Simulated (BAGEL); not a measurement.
**CH3BrGe (SMILES [CH3][Ge][Br]) at B3LYP/6-31G(d) (density fitting with qzvpp-jkfit, spherical functions)**

Aim: the energy change on altering one bond length of CH3BrGe at B3LYP/6-31G* (density fitting with qzvpp-jkfit, spherical functions), from 2 runs. 

Program for the calculation: BAGEL 1.2.2.

### 1 The system as given

CH3BrGe: 6 atoms, total charge 0, spin state singlet. SMILES: `[CH3][Ge][Br]`. The coordinates come from a PBE0-D4/def2-TZVP relaxation.

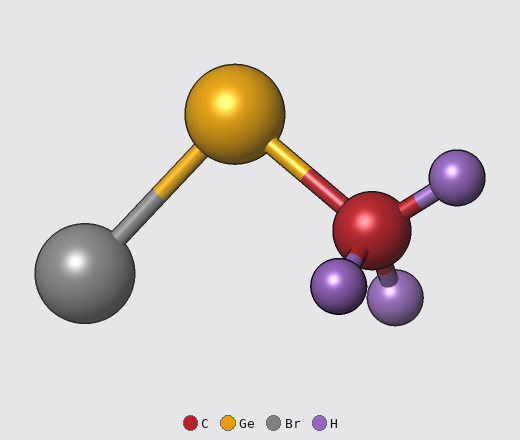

Viewed from a chosen angle; carbon red, germanium amber, bromine grey, hydrogen purple.

### 2 A single-point energy at B3LYP/6-31G(d) (density fitting with qzvpp-jkfit, spherical functions)

job.json reads:

```json
{ "bagel" : [

{
  "title" : "molecule",
  "basis" : "6-31gs.json",
  "df_basis" : "qzvpp-jkfit",
  "angstrom" : true,
  "geometry" : [
    { "atom" : "C", "xyz" : [   -0.427600,    0.399000,   -0.270700 ] },
    { "atom" : "Ge", "xyz" : [    0.170800,   -0.356300,    1.464600 ] },
    { "atom" : "Br", "xyz" : [    1.884400,   -1.715100,    0.583800 ] },
    { "atom" : "H", "xyz" : [    0.401600,    0.936200,   -0.741200 ] },
    { "atom" : "H", "xyz" : [   -1.269700,    1.080800,   -0.133600 ] },
    { "atom" : "H", "xyz" : [   -0.717300,   -0.408600,   -0.949200 ] }
  ]
},
{
  "title" : "ks",
  "xc_func" : "b3lyp"
},
{
  "title" : "print",
  "file" : "orbitals.molden",
  "orbitals" : true
}

]}
```

The basis set 6-31G* is read from a file made from the Basis Set Exchange's data (not shown).

Launch:

```bash
BAGEL_NUM_THREADS=1 BAGEL job.json > job.out
```

Standard output:

```text
* using 1 threads per process

  ===============================================================
  ===============================================================

  *** Geometry ***

  { "atom" : "C", "xyz" : [     -0.808047,      0.754001,     -0.511549 ] },
  { "atom" : "Ge", "xyz" : [      0.322765,     -0.673309,      2.767693 ] },
  { "atom" : "Br", "xyz" : [      3.561000,     -3.241069,      1.103222 ] },
  { "atom" : "H", "xyz" : [      0.758914,      1.769162,     -1.400665 ] },
  { "atom" : "H", "xyz" : [     -2.399385,      2.042416,     -0.252467 ] },
  { "atom" : "H", "xyz" : [     -1.355501,     -0.772142,     -1.793728 ] },

  Number of auxiliary basis functions:      661

  Since a DF basis is specified, we compute 2- and 3-index integrals:
    o Being stored without compression. Storage requirement is 0.037 GB

  Number of basis functions:       84
  Number of electrons      :       76

    * METHOD: MOLECULE                             0.42

  *** Kohn-Sham DFT ***

    * Removing 9958 points whose weight is below 1.00e-10
    * Grid points: 79478

  === Nuclear Repulsion ===
   381.6709200631

       - DIIS with orbital gradients will be used.

  === KS iteration (b3lyp / 6-31gs.json) ===
      0      -4568.48042359          0.15256639           0.39
      1      -4128.97050948          0.48985301           0.36
      2      -4529.01134505          0.19405509           0.36
      3      -4512.63653248          0.25759487           0.36
      4      -4682.87778600          0.08382816           0.36
      5      -4688.84886299          0.06154549           0.36
      6      -4690.48113217          0.01558759           0.36
      7      -4690.11945072          0.02585360           0.36
      8      -4690.57794869          0.00268676           0.36
      9      -4690.58243433          0.00128785           0.36
     10      -4690.58369342          0.00034914           0.36
     11      -4690.58381202          0.00008168           0.35
     12      -4690.58381560          0.00000590           0.35
     13      -4690.58381561          0.00000352           0.35
     14      -4690.58381562          0.00000060           0.35
     15      -4690.58381562          0.00000046           0.35
     16      -4690.58381562          0.00000008           0.35
     17      -4690.58381562          0.00000006           0.35
     18      -4690.58381562          0.00000001           0.35
     19      -4690.58381562          0.00000001           0.36
    * SCF iteration converged.

    * Permanent dipole moment:
           (    0.719940,    -0.636099,     0.098420) a.u.

    * METHOD: KS                                   7.44

    * METHOD: PRINT                                0.01

  ===============================================================
```

It took 8.1 s on 1 thread of Arm Neoverse V2, shared host; peak memory 0.4 GiB.

### 3 The distorted shape

dft.json reads:

```json
{ "bagel" : [

{
  "title" : "molecule",
  "basis" : "6-31gs.json",
  "df_basis" : "qzvpp-jkfit",
  "angstrom" : true,
  "geometry" : [
    { "atom" : "C", "xyz" : [      -0.174961,       0.194453,      -0.311831 ] },
    { "atom" : "Ge", "xyz" : [       0.423439,      -0.560847,       1.423469 ] },
    { "atom" : "Br", "xyz" : [       2.137039,      -1.919647,       0.542669 ] },
    { "atom" : "H", "xyz" : [       0.654239,       0.731653,      -0.782331 ] },
    { "atom" : "H", "xyz" : [      -1.269700,       1.080800,      -0.133600 ] },
    { "atom" : "H", "xyz" : [      -0.464661,      -0.613147,      -0.990331 ] }
  ]
},

{
  "title" : "ks",
  "xc_func" : "b3lyp"
},

{
  "title" : "print",
  "file" : "orbitals.molden",
  "orbitals" : true
}

]}
```

The basis set 6-31G* is read from a file made from the Basis Set Exchange's data (not shown).

Launch:

```bash
BAGEL_NUM_THREADS=1 BAGEL dft.json > dft.out
```

Standard output:

```text
* using 1 threads per process

  ===============================================================
  ===============================================================

  *** Geometry ***

  { "atom" : "C", "xyz" : [     -0.330628,      0.367463,     -0.589275 ] },
  { "atom" : "Ge", "xyz" : [      0.800184,     -1.059847,      2.689967 ] },
  { "atom" : "Br", "xyz" : [      4.038418,     -3.627607,      1.025496 ] },
  { "atom" : "H", "xyz" : [      1.236333,      1.382624,     -1.478391 ] },
  { "atom" : "H", "xyz" : [     -2.399385,      2.042416,     -0.252467 ] },
  { "atom" : "H", "xyz" : [     -0.878082,     -1.158680,     -1.871454 ] },

  Number of auxiliary basis functions:      661

  Since a DF basis is specified, we compute 2- and 3-index integrals:
    o Being stored without compression. Storage requirement is 0.037 GB

  Number of basis functions:       84
  Number of electrons      :       76

    * METHOD: MOLECULE                             0.43

  *** Kohn-Sham DFT ***

    * Removing 9570 points whose weight is below 1.00e-10
    * Grid points: 79866

  === Nuclear Repulsion ===
   380.0714097939

       - DIIS with orbital gradients will be used.

  === KS iteration (b3lyp / 6-31gs.json) ===
      0      -4568.93550641          0.15249939           0.39
      1      -4130.97872391          0.49052934           0.36
      2      -4529.76981871          0.19407677           0.35
      3      -4515.88059097          0.25459034           0.36
      4      -4683.16585972          0.08815017           0.36
      5      -4688.63195112          0.06700384           0.36
      6      -4690.45190468          0.01632557           0.37
      7      -4690.04653640          0.02818122           0.36
      8      -4690.54164090          0.00285599           0.36
      9      -4690.54587060          0.00141403           0.36
     10      -4690.54749154          0.00036777           0.36
     11      -4690.54763351          0.00004469           0.36
     12      -4690.54763468          0.00000455           0.36
     13      -4690.54763470          0.00000120           0.36
     14      -4690.54763470          0.00000082           0.36
     15      -4690.54763470          0.00000030           0.36
     16      -4690.54763470          0.00000014           0.36
     17      -4690.54763470          0.00000004           0.36
     18      -4690.54763470          0.00000002           0.36
     19      -4690.54763470          0.00000001           0.36
    * SCF iteration converged.

    * Permanent dipole moment:
           (    0.620899,    -0.551599,     0.087653) a.u.

    * METHOD: KS                                   7.48

    * METHOD: PRINT                                0.01

  ===============================================================
```

It took 8.1 s on 1 thread of Arm Neoverse V2, shared host; peak memory 0.4 GiB.

### 4 Results

Level: B3LYP/6-31G* (density fitting with qzvpp-jkfit, spherical functions).

| quantity | value |
| --- | --- |
| first shape: total energy | -4690.58382 Eh |
| first shape: dipole moment | 2.45 D |
| first shape: HOMO energy | -6.54 eV |
| first shape: LUMO energy | -2.94 eV |
| first shape: HOMO–LUMO gap | 3.61 eV |
| distorted shape: total energy | -4690.54763 Eh |
| distorted shape: dipole moment | 2.12 D |
| distorted shape: HOMO energy | -6.62 eV |
| distorted shape: LUMO energy | -2.98 eV |
| distorted shape: HOMO–LUMO gap | 3.65 eV |
| energy change with the C1–H5 bond stretched from 1.092 to 1.420 Å | 0.985 eV |

What this shows: With the C1–H5 bond stretched from 1.092 to 1.420 Å the energy rises by 0.98 eV (95.0 kJ/mol). The first shape isn't relaxed at this level, so the change isn't measured from a minimum.
